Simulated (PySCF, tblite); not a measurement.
# C₃H₅NOSi: dynamics, then NMR shifts and electronic excitations on frames, part 2 of 2

tblite 0.8.0 and PySCF 2.14.0. Atoms count from 0. The steps go on from the part before.

## 7. NMR shieldings: 625 fs, PBE0/pcSseg-1

What the job is given:

```
{"job": {"kind": "nmr", "xc": "PBE0", "basis": "pcSseg-1", "pop": false}, "charge": 0, "multiplicity": 1}
N      0.212100     1.051600    -0.217100
C     -0.499900     0.119400    -0.121800
C     -1.187500    -1.068200     0.197800
C     -0.611600    -2.237500     0.594900
O      0.635500    -2.676200     0.742700
Si     2.050300    -2.098600     0.264300
H     -2.277100    -1.265700     0.428000
H     -1.296000    -3.091700     0.937600
H      2.714700    -3.409300     0.473500
H      2.090100    -1.687800    -1.139900
H      2.073900    -0.883700     1.059600
```

With the program's defaults for keys left out, this is: GIAO PBE0/pcSseg-1 NMR shielding, non-relativistic, gas phase.

Log:

```text
coarse grid: 10136 points
cycle   1  E = -536.1535787057  dE =  8.180e-01  |g| = 6.965e-01  |ddm| = 3.123e+00
cycle   2  E = -535.8914531772  dE =  2.621e-01  |g| = 1.326e+00  |ddm| = 1.573e+00
cycle   3  E = -536.2376331205  dE = -3.462e-01  |g| = 2.297e-01  |ddm| = 1.162e+00
cycle   4  E = -536.2480510657  dE = -1.042e-02  |g| = 8.292e-02  |ddm| = 1.934e-01
cycle   5  E = -536.2493588302  dE = -1.308e-03  |g| = 2.284e-02  |ddm| = 7.164e-02
cycle   6  E = -536.2494684447  dE = -1.096e-04  |g| = 7.922e-03  |ddm| = 2.406e-02
cycle   7  E = -536.2494821812  dE = -1.374e-05  |g| = 2.323e-03  |ddm| = 7.768e-03
cycle   8  E = -536.2494835235  dE = -1.342e-06  |g| = 3.984e-04  |ddm| = 2.188e-03
final grid: 94616 points
cycle   9  E = -536.2936514140  dE = -9.644e-06  |g| = 8.161e-03  |ddm| = 1.981e-02
cycle  10  E = -536.2936323373  dE =  1.908e-05  |g| = 1.306e-02  |ddm| = 1.435e-02
cycle  11  E = -536.2936631758  dE = -3.084e-05  |g| = 1.221e-03  |ddm| = 9.955e-03
cycle  12  E = -536.2936635242  dE = -3.484e-07  |g| = 3.093e-04  |ddm| = 1.190e-03
cycle  13  E = -536.2936635447  dE = -2.044e-08  |g| = 1.051e-04  |ddm| = 3.136e-04
cycle  14  E = -536.2936635462  dE = -1.537e-09  |g| = 6.946e-05  |ddm| = 1.131e-04
cycle  15  E = -536.2936635472  dE = -1.035e-09  |g| = 1.167e-05  |ddm| = 5.076e-05
cycle  16  E = -536.2936635473  dE = -3.706e-11  |g| = 2.131e-06  |ddm| = 1.332e-05
converged SCF energy = -536.2936635473

GIAO shielding tensors (ppm)
atom      isotropic    diamagn.    paramagn.     s11        s22        s33       span
  0 N      -78.460     340.067    -418.527   -264.436   -187.303    216.358    480.794
  1 C       62.860     261.002    -198.141    -51.888    -49.656    290.125    342.014
  2 C      104.159     256.456    -152.297     21.263    135.130    156.085    134.822
  3 C        8.715     246.863    -238.148   -107.504     32.836    100.814    208.319
  4 O      181.479     394.116    -212.637     41.524    159.319    343.595    302.071
  5 Si     377.702     880.610    -502.908    335.051    346.763    451.292    116.241
  6 H       26.312      28.237      -1.925     22.123     27.741     29.072      6.949
  7 H       24.251      26.165      -1.914     19.764     25.703     27.286      7.522
  8 H       25.930      28.155      -2.225     21.935     25.002     30.854      8.919
  9 H       26.178      30.603      -4.425     23.596     25.446     29.493      5.897
 10 H       25.405      31.135      -5.729     22.081     25.045     29.090      7.009
```

Wall time 7.4 s (1 thread of Intel Xeon 6975P-C, shared host); peak memory 0.68 GiB.

This run: δ C3 178.2, C1 124.1, C2 82.8, N0 346.2, H7 7.47, H10 6.31 ppm.

## 8. Excited states and response: 625 fs, PBE0/def2-SVPD

Settings changed since step 7:

```diff
@@ -1,2 +1,2 @@
-{"job": {"kind": "nmr", "xc": "PBE0", "basis": "pcSseg-1", "pop": false}, "charge": 0, "multiplicity": 1}
+{"job": {"kind": "uv", "xc": "PBE0", "basis": "def2-SVPD", "nstates": 5, "ntriplets": 0}, "charge": 0, "multiplicity": 1}
 N      0.212100     1.051600    -0.217100
```

With the program's defaults for keys left out, this is: TDDFT PBE0/def2-SVPD, vertical, gas phase, core orbitals frozen in the response.

Log:

```text
coarse grid: 10136 points
cycle   1  E = -535.9037678821  dE =  7.771e-01  |g| = 6.621e-01  |ddm| = 4.507e+00
cycle   2  E = -535.6442550515  dE =  2.595e-01  |g| = 1.291e+00  |ddm| = 1.956e+00
cycle   3  E = -535.9852542189  dE = -3.410e-01  |g| = 2.120e-01  |ddm| = 1.460e+00
cycle   4  E = -535.9942717435  dE = -9.018e-03  |g| = 8.072e-02  |ddm| = 2.791e-01
cycle   5  E = -535.9955524481  dE = -1.281e-03  |g| = 2.164e-02  |ddm| = 1.012e-01
cycle   6  E = -535.9956586318  dE = -1.062e-04  |g| = 7.672e-03  |ddm| = 3.501e-02
cycle   7  E = -535.9956720704  dE = -1.344e-05  |g| = 2.157e-03  |ddm| = 1.206e-02
cycle   8  E = -535.9956732892  dE = -1.219e-06  |g| = 3.227e-04  |ddm| = 3.243e-03
final grid: 94616 points
cycle   9  E = -536.0693603891  dE = -9.825e-06  |g| = 7.331e-03  |ddm| = 6.938e-02
cycle  10  E = -536.0693431091  dE =  1.728e-05  |g| = 1.194e-02  |ddm| = 1.890e-02
cycle  11  E = -536.0693707511  dE = -2.764e-05  |g| = 1.172e-03  |ddm| = 1.237e-02
cycle  12  E = -536.0693710966  dE = -3.455e-07  |g| = 3.014e-04  |ddm| = 1.698e-03
cycle  13  E = -536.0693711154  dE = -1.885e-08  |g| = 1.243e-04  |ddm| = 4.798e-04
cycle  14  E = -536.0693711179  dE = -2.534e-09  |g| = 6.363e-05  |ddm| = 1.806e-04
cycle  15  E = -536.0693711189  dE = -9.484e-10  |g| = 1.126e-05  |ddm| = 8.816e-05
converged SCF energy = -536.0693711189

Static polarisability (au): isotropic 70.936, principal 51.255 73.862 87.691

Singlet excitations
state   eV       nm        f      main configurations
  1   5.4416    227.8   0.10347   H->L 0.60, H->L+1 0.27
  2   5.6900    217.9   0.09767   H->L+1 0.39, H->L 0.28, H->L+2 0.26
  3   6.0624    204.5   0.00252   H->L+2 0.49, H->L+1 0.28, H-1->L 0.17
  4   6.2308    199.0   0.03831   H-1->L 0.71, H->L+2 0.13
  5   7.0084    176.9   0.00266   H-3->L 0.76
```

It took 9.6 s on 1 thread of Intel Xeon 6975P-C, shared host; peak memory 0.73 GiB.

In short: HOMO -7.57 eV, LUMO -1.40 eV; lowest singlet 5.44 eV.

## 9. Shielding tensors: 800 fs, PBE0/pcSseg-1

What the job is given:

```
{"job": {"kind": "nmr", "xc": "PBE0", "basis": "pcSseg-1", "pop": false}, "charge": 0, "multiplicity": 1}
N     -0.688700     1.341300     0.309600
C     -1.278900     0.339500     0.118500
C     -1.680800    -0.956200    -0.203200
C     -0.774200    -1.983400    -0.360900
O      0.556200    -1.796800    -0.431400
Si     2.003700    -1.054600    -0.013500
H     -2.696500    -1.031400    -0.147500
H     -1.151500    -3.066200    -0.491100
H      2.793100    -2.117400    -0.761100
H      2.039600     0.430400    -0.501200
H      1.931800    -1.057500     1.453800
```

Method: GIAO PBE0/pcSseg-1 NMR shielding, non-relativistic, gas phase.

Log:

```text
coarse grid: 10136 points
cycle   1  E = -536.1537647866  dE =  6.923e-01  |g| = 7.057e-01  |ddm| = 3.087e+00
cycle   2  E = -535.9044558373  dE =  2.493e-01  |g| = 1.309e+00  |ddm| = 1.464e+00
cycle   3  E = -536.2429400006  dE = -3.385e-01  |g| = 2.344e-01  |ddm| = 1.058e+00
cycle   4  E = -536.2539676570  dE = -1.103e-02  |g| = 8.307e-02  |ddm| = 1.942e-01
cycle   5  E = -536.2553112061  dE = -1.344e-03  |g| = 2.257e-02  |ddm| = 6.836e-02
cycle   6  E = -536.2554176528  dE = -1.064e-04  |g| = 7.180e-03  |ddm| = 2.277e-02
cycle   7  E = -536.2554282482  dE = -1.060e-05  |g| = 2.508e-03  |ddm| = 7.146e-03
cycle   8  E = -536.2554298179  dE = -1.570e-06  |g| = 4.785e-04  |ddm| = 2.381e-03
final grid: 94616 points
cycle   9  E = -536.2996421066  dE = -1.044e-05  |g| = 8.546e-03  |ddm| = 1.822e-02
cycle  10  E = -536.2996207505  dE =  2.136e-05  |g| = 1.379e-02  |ddm| = 1.418e-02
cycle  11  E = -536.2996551215  dE = -3.437e-05  |g| = 1.383e-03  |ddm| = 9.839e-03
cycle  12  E = -536.2996555624  dE = -4.409e-07  |g| = 3.724e-04  |ddm| = 1.326e-03
cycle  13  E = -536.2996555937  dE = -3.128e-08  |g| = 1.133e-04  |ddm| = 3.663e-04
cycle  14  E = -536.2996555956  dE = -1.944e-09  |g| = 7.247e-05  |ddm| = 1.183e-04
cycle  15  E = -536.2996555967  dE = -1.098e-09  |g| = 1.585e-05  |ddm| = 5.160e-05
cycle  16  E = -536.2996555968  dE = -6.116e-11  |g| = 3.200e-06  |ddm| = 1.595e-05
converged SCF energy = -536.2996555968

GIAO shielding tensors (ppm)
atom      isotropic    diamagn.    paramagn.     s11        s22        s33       span
  0 N      -82.493     341.411    -423.905   -263.318   -182.538    198.376    461.694
  1 C       56.913     265.382    -208.468    -62.060    -57.653    290.454    352.514
  2 C      101.730     260.104    -158.374     19.513    124.216    161.461    141.948
  3 C        7.592     247.446    -239.854   -117.812     38.475    102.112    219.923
  4 O      189.541     399.863    -210.323     44.696    157.015    366.911    322.215
  5 Si     370.614     879.206    -508.592    334.604    347.682    429.556     94.952
  6 H       28.440      31.227      -2.787     26.048     29.328     29.944      3.896
  7 H       23.088      25.430      -2.342     20.611     23.415     25.238      4.627
  8 H       25.020      27.450      -2.430     20.964     24.299     29.797      8.832
  9 H       24.230      29.427      -5.197     20.894     24.394     27.401      6.508
 10 H       25.705      30.213      -4.508     23.123     24.239     29.754      6.631
```

Run time: 6.8 s. Hardware: 1 thread of Intel Xeon 6975P-C, shared host; peak memory 0.68 GiB.

This run: δ C3 179.3, C1 130.0, C2 85.2, N0 350.2, H7 8.63, H9 7.49 ppm.

## 10. Excited states and response: 800 fs, PBE0/def2-SVPD

Settings changed since step 9:

```diff
@@ -1,2 +1,2 @@
-{"job": {"kind": "nmr", "xc": "PBE0", "basis": "pcSseg-1", "pop": false}, "charge": 0, "multiplicity": 1}
+{"job": {"kind": "uv", "xc": "PBE0", "basis": "def2-SVPD", "nstates": 5, "ntriplets": 0}, "charge": 0, "multiplicity": 1}
 N     -0.688700     1.341300     0.309600
```

With the program's defaults for keys left out, this is: TDDFT PBE0/def2-SVPD, vertical, gas phase, core orbitals frozen in the response.

Log:

```text
coarse grid: 10136 points
cycle   1  E = -535.9048900940  dE =  6.495e-01  |g| = 6.704e-01  |ddm| = 4.402e+00
cycle   2  E = -535.6559492072  dE =  2.489e-01  |g| = 1.275e+00  |ddm| = 2.052e+00
cycle   3  E = -535.9912340136  dE = -3.353e-01  |g| = 2.177e-01  |ddm| = 1.452e+00
cycle   4  E = -536.0009495889  dE = -9.716e-03  |g| = 8.075e-02  |ddm| = 2.958e-01
cycle   5  E = -536.0022595815  dE = -1.310e-03  |g| = 2.117e-02  |ddm| = 1.021e-01
cycle   6  E = -536.0023617631  dE = -1.022e-04  |g| = 7.126e-03  |ddm| = 3.442e-02
cycle   7  E = -536.0023727743  dE = -1.101e-05  |g| = 2.360e-03  |ddm| = 1.039e-02
cycle   8  E = -536.0023742344  dE = -1.460e-06  |g| = 4.036e-04  |ddm| = 3.344e-03
final grid: 94616 points
cycle   9  E = -536.0762266722  dE = -9.685e-06  |g| = 7.782e-03  |ddm| = 6.544e-02
cycle  10  E = -536.0762064470  dE =  2.023e-05  |g| = 1.285e-02  |ddm| = 1.962e-02
cycle  11  E = -536.0762384116  dE = -3.196e-05  |g| = 1.337e-03  |ddm| = 1.219e-02
cycle  12  E = -536.0762388612  dE = -4.496e-07  |g| = 3.557e-04  |ddm| = 1.892e-03
cycle  13  E = -536.0762388897  dE = -2.849e-08  |g| = 1.241e-04  |ddm| = 5.681e-04
cycle  14  E = -536.0762388921  dE = -2.419e-09  |g| = 6.714e-05  |ddm| = 1.785e-04
cycle  15  E = -536.0762388931  dE = -1.024e-09  |g| = 1.479e-05  |ddm| = 8.828e-05
cycle  16  E = -536.0762388932  dE = -5.639e-11  |g| = 2.795e-06  |ddm| = 2.357e-05
converged SCF energy = -536.0762388932

Static polarisability (au): isotropic 73.100, principal 52.779 78.164 88.355

Singlet excitations
state   eV       nm        f      main configurations
  1   5.3620    231.2   0.24834   H->L 0.92
  2   5.6491    219.5   0.00036   H->L+1 0.97
  3   5.8644    211.4   0.00542   H->L+2 0.46, H-1->L 0.42
  4   5.9654    207.8   0.01471   H-1->L 0.51, H->L+2 0.42
  5   6.3801    194.3   0.00036   H-2->L 0.91
```

Run time: 9.6 s. Hardware: 1 thread of Intel Xeon 6975P-C, shared host; peak memory 0.73 GiB.

This run: HOMO -7.29 eV, LUMO -1.44 eV; lowest singlet 5.36 eV.

## 11. Shielding tensors: 1000 fs, PBE0/pcSseg-1

What the job is given:

```
{"job": {"kind": "nmr", "xc": "PBE0", "basis": "pcSseg-1", "pop": false}, "charge": 0, "multiplicity": 1}
N     -1.553700     1.249600    -0.543700
C     -1.681100     0.123100    -0.202400
C     -1.522100    -1.244200     0.243800
C     -0.361100    -1.874100     0.007500
O      0.567300    -1.309000    -0.838900
Si     2.100200    -0.704900    -1.175600
H     -2.289300    -1.614300     0.970500
H     -0.129300    -2.743900     0.582300
H      2.101100    -0.805300    -2.641900
H      2.054800     0.525500    -0.346200
H      3.158700    -1.552300    -0.601500
```

With the program's defaults for keys left out, this is: GIAO PBE0/pcSseg-1 NMR shielding, non-relativistic, gas phase.

Log:

```text
coarse grid: 10136 points
cycle   1  E = -536.1612776134  dE =  6.383e-01  |g| = 7.032e-01  |ddm| = 3.069e+00
cycle   2  E = -535.8707870027  dE =  2.905e-01  |g| = 1.381e+00  |ddm| = 1.582e+00
cycle   3  E = -536.2507337131  dE = -3.799e-01  |g| = 2.147e-01  |ddm| = 1.159e+00
cycle   4  E = -536.2594491355  dE = -8.715e-03  |g| = 9.246e-02  |ddm| = 1.851e-01
cycle   5  E = -536.2610939473  dE = -1.645e-03  |g| = 2.606e-02  |ddm| = 7.445e-02
cycle   6  E = -536.2612340488  dE = -1.401e-04  |g| = 8.337e-03  |ddm| = 2.517e-02
cycle   7  E = -536.2612494716  dE = -1.542e-05  |g| = 2.226e-03  |ddm| = 7.619e-03
cycle   8  E = -536.2612506896  dE = -1.218e-06  |g| = 4.504e-04  |ddm| = 2.088e-03
final grid: 94616 points
cycle   9  E = -536.3058079342  dE = -1.020e-05  |g| = 8.802e-03  |ddm| = 1.776e-02
cycle  10  E = -536.3057870639  dE =  2.087e-05  |g| = 1.397e-02  |ddm| = 1.431e-02
cycle  11  E = -536.3058218890  dE = -3.483e-05  |g| = 1.339e-03  |ddm| = 9.773e-03
cycle  12  E = -536.3058222867  dE = -3.978e-07  |g| = 3.177e-04  |ddm| = 1.289e-03
cycle  13  E = -536.3058223095  dE = -2.277e-08  |g| = 1.112e-04  |ddm| = 3.320e-04
cycle  14  E = -536.3058223115  dE = -2.053e-09  |g| = 6.428e-05  |ddm| = 1.076e-04
cycle  15  E = -536.3058223124  dE = -8.490e-10  |g| = 1.507e-05  |ddm| = 4.536e-05
converged SCF energy = -536.3058223124

GIAO shielding tensors (ppm)
atom      isotropic    diamagn.    paramagn.     s11        s22        s33       span
  0 N      -76.777     340.843    -417.620   -252.433   -200.939    223.041    475.475
  1 C       58.768     264.073    -205.305    -59.071    -55.593    290.968    350.039
  2 C       89.778     262.785    -173.007      3.201    119.695    146.438    143.237
  3 C       16.220     248.858    -232.638   -101.249     43.871    106.037    207.287
  4 O      213.132     404.567    -191.436     87.136    205.568    346.690    259.554
  5 Si     376.003     879.794    -503.791    330.975    345.376    451.658    120.683
  6 H       26.269      28.305      -2.036     23.602     26.956     28.249      4.647
  7 H       24.567      29.231      -4.665     22.640     24.056     27.005      4.365
  8 H       25.845      28.814      -2.968     22.598     24.598     30.341      7.743
  9 H       25.468      30.961      -5.493     21.622     25.016     29.767      8.145
 10 H       26.232      28.930      -2.697     23.397     24.819     30.481      7.084
```

It took 6.5 s on 1 thread of Intel Xeon 6975P-C, shared host; peak memory 0.68 GiB.

In short: δ C3 170.7, C1 128.2, C2 97.1, N0 344.5, H7 7.15, H9 6.25 ppm.

## 12. TDDFT and polarisability: 1000 fs, PBE0/def2-SVPD

Settings changed since step 11:

```diff
@@ -1,2 +1,2 @@
-{"job": {"kind": "nmr", "xc": "PBE0", "basis": "pcSseg-1", "pop": false}, "charge": 0, "multiplicity": 1}
+{"job": {"kind": "uv", "xc": "PBE0", "basis": "def2-SVPD", "nstates": 5, "ntriplets": 0}, "charge": 0, "multiplicity": 1}
 N     -1.553700     1.249600    -0.543700
```

With the program's defaults for keys left out, this is: TDDFT PBE0/def2-SVPD, vertical, gas phase, core orbitals frozen in the response.

Log:

```text
coarse grid: 10136 points
cycle   1  E = -535.9123987579  dE =  5.960e-01  |g| = 6.673e-01  |ddm| = 4.279e+00
cycle   2  E = -535.6256299205  dE =  2.868e-01  |g| = 1.342e+00  |ddm| = 2.015e+00
cycle   3  E = -535.9988980478  dE = -3.733e-01  |g| = 1.963e-01  |ddm| = 1.482e+00
cycle   4  E = -536.0062311046  dE = -7.333e-03  |g| = 8.995e-02  |ddm| = 3.031e-01
cycle   5  E = -536.0078426971  dE = -1.612e-03  |g| = 2.429e-02  |ddm| = 1.184e-01
cycle   6  E = -536.0079760621  dE = -1.334e-04  |g| = 7.754e-03  |ddm| = 3.640e-02
cycle   7  E = -536.0079899852  dE = -1.392e-05  |g| = 2.064e-03  |ddm| = 1.127e-02
cycle   8  E = -536.0079910888  dE = -1.104e-06  |g| = 3.473e-04  |ddm| = 3.213e-03
final grid: 94616 points
cycle   9  E = -536.0821366662  dE = -9.968e-06  |g| = 7.955e-03  |ddm| = 5.619e-02
cycle  10  E = -536.0821173163  dE =  1.935e-05  |g| = 1.290e-02  |ddm| = 1.921e-02
cycle  11  E = -536.0821490637  dE = -3.175e-05  |g| = 1.272e-03  |ddm| = 1.140e-02
cycle  12  E = -536.0821494544  dE = -3.907e-07  |g| = 3.394e-04  |ddm| = 1.970e-03
cycle  13  E = -536.0821494797  dE = -2.526e-08  |g| = 1.331e-04  |ddm| = 5.651e-04
cycle  14  E = -536.0821494827  dE = -3.020e-09  |g| = 6.237e-05  |ddm| = 1.894e-04
cycle  15  E = -536.0821494836  dE = -8.939e-10  |g| = 1.376e-05  |ddm| = 9.302e-05
converged SCF energy = -536.0821494836

Static polarisability (au): isotropic 72.664, principal 53.506 75.358 89.128

Singlet excitations
state   eV       nm        f      main configurations
  1   5.6200    220.6   0.26013   H->L 0.86
  2   5.8119    213.3   0.02981   H->L+1 0.91
  3   6.1468    201.7   0.00636   H->L+2 0.38, H-2->L 0.33, H-1->L 0.17
  4   6.3083    196.5   0.00390   H->L+2 0.46, H-2->L 0.27, H-1->L 0.20
  5   6.3631    194.8   0.02298   H-1->L 0.56, H-2->L 0.35
```

It took 9.4 s on 1 thread of Intel Xeon 6975P-C, shared host; peak memory 0.73 GiB.

Key values: HOMO -7.47 eV, LUMO -1.29 eV; lowest singlet 5.62 eV.

## 13. Run by run: NMR shifts

Shifts (ppm) of some atoms, chosen among heavy atoms and hydrogens apart, with basis size and wall time:

```tsv
frame	C3	C2	H9	H6	N0	O4	Si5	functions	time
250 fs	180.6	78.9	4.89	4.88	336.2	182.4	-4.8	134	9.8 s
425 fs	162.3	80.0	6.02	5.40	330.5	151.9	-20.4	134	6.8 s
625 fs	178.2	82.8	5.54	5.40	346.2	154.6	-28.5	134	7.4 s
800 fs	179.3	85.2	7.49	3.28	350.2	146.5	-21.5	134	6.8 s
1000 fs	170.7	97.1	6.25	5.45	344.5	122.9	-26.8	134	6.5 s
```

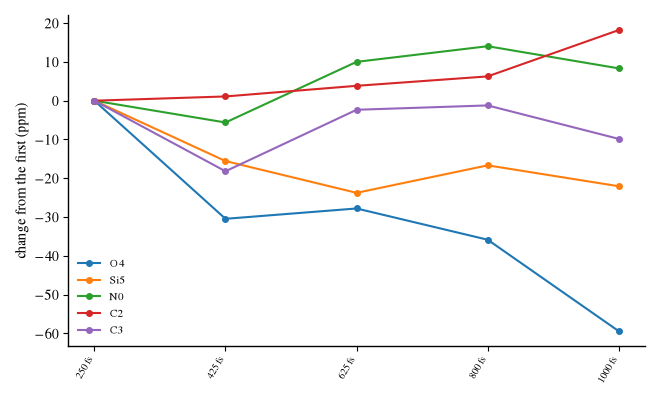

How five of the tabulated atoms move from run to run.

## 14. Side by side: electronic excitations

Excitations and ground-state properties, with basis size and wall time:

```tsv
frame	lowest singlet (eV)	brightest (eV)	f	gap (eV)	α (Å³)	μ (D)	functions	time
250 fs	4.87	5.47	0.275	5.91	10.65	3.88	167	12 s
425 fs	5.55	5.85	0.270	6.37	10.61	3.24	167	9.8 s
625 fs	5.44	5.44	0.103	6.17	10.51	3.42	167	9.6 s
800 fs	5.36	5.36	0.248	5.84	10.83	3.55	167	9.6 s
1000 fs	5.62	5.62	0.260	6.17	10.77	4.27	167	9.4 s
```

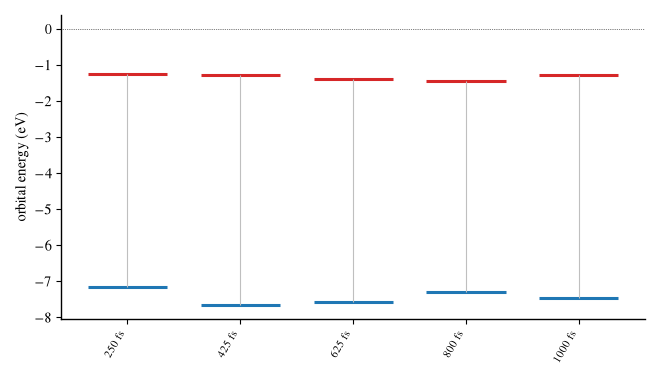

HOMO (blue) and LUMO (red) run by run.

## 15. What came out

What follows sums up all 2 parts.

| quantity | value |
| --- | --- |
| thermostat | 600 K |
| mean temperature, second half | 602 K |
| mean potential energy above the minimum | 0.59 eV |
| ¹³C shifts against TMS (PBE0/pcSseg-1, 250 fs) | 180.6, 124.7, 78.9 ppm |
| ¹H shifts against TMS (PBE0/pcSseg-1, 250 fs) | 7.72, 5.62, 5.32, 4.89, 4.88 ppm |
| ¹⁵N shifts against NH3 (PBE0/pcSseg-1, 250 fs) | 336.2 ppm |
| ¹⁷O shifts against H2O (PBE0/pcSseg-1, 250 fs) | 182.4 ppm |
| ²⁹Si shifts against TMS (PBE0/pcSseg-1, 250 fs) | -4.8 ppm |
| surface potential, least and greatest | -1.90 V and 2.33 V |
| lowest singlet (PBE0/def2-SVPD, 250 fs) | 4.87 eV (255 nm), f = 0.002 |
| brightest single state of those computed | state 2, 5.47 eV, f = 0.275 |
| range of the shift of O4 | 122.9 to 182.4 ppm |
| range of the lowest singlet | 4.87 to 5.62 eV |

What this shows: In the second half the potential energy averages 0.59 eV above the minimum; equipartition over 27 harmonic modes at 600 K would give 0.70 eV. With 11 atoms the temperature swings widely (295 to 883 K). Shifts at one fixed geometry are not the observed spectrum, which averages over the motion. In the first frame run (250 fs): The widest tensor belongs to N0: span 461 ppm, with a paramagnetic part of -408 ppm. By nearest atom (PBE0/pcSseg-1), the HOMO sits on C2 32 %; N0 24 % and the LUMO on C3 34 %; N0 16 %. The lowest singlet, at 4.87 eV, is HOMO→LUMO+1 0.93 and is weak; of the 5 states computed, the strongest absorption comes from state 2 at 5.47 eV. In ppm, O4 moves most: its shift spreads over 59.5 ppm, from 122.9 (1000 fs) to 182.4 (250 fs). The lowest singlet runs from 4.87 eV (250 fs) to 5.62 eV (1000 fs), while the orbital gap spans 5.84 to 6.37 eV. The lowest state need not be the same one in every run.
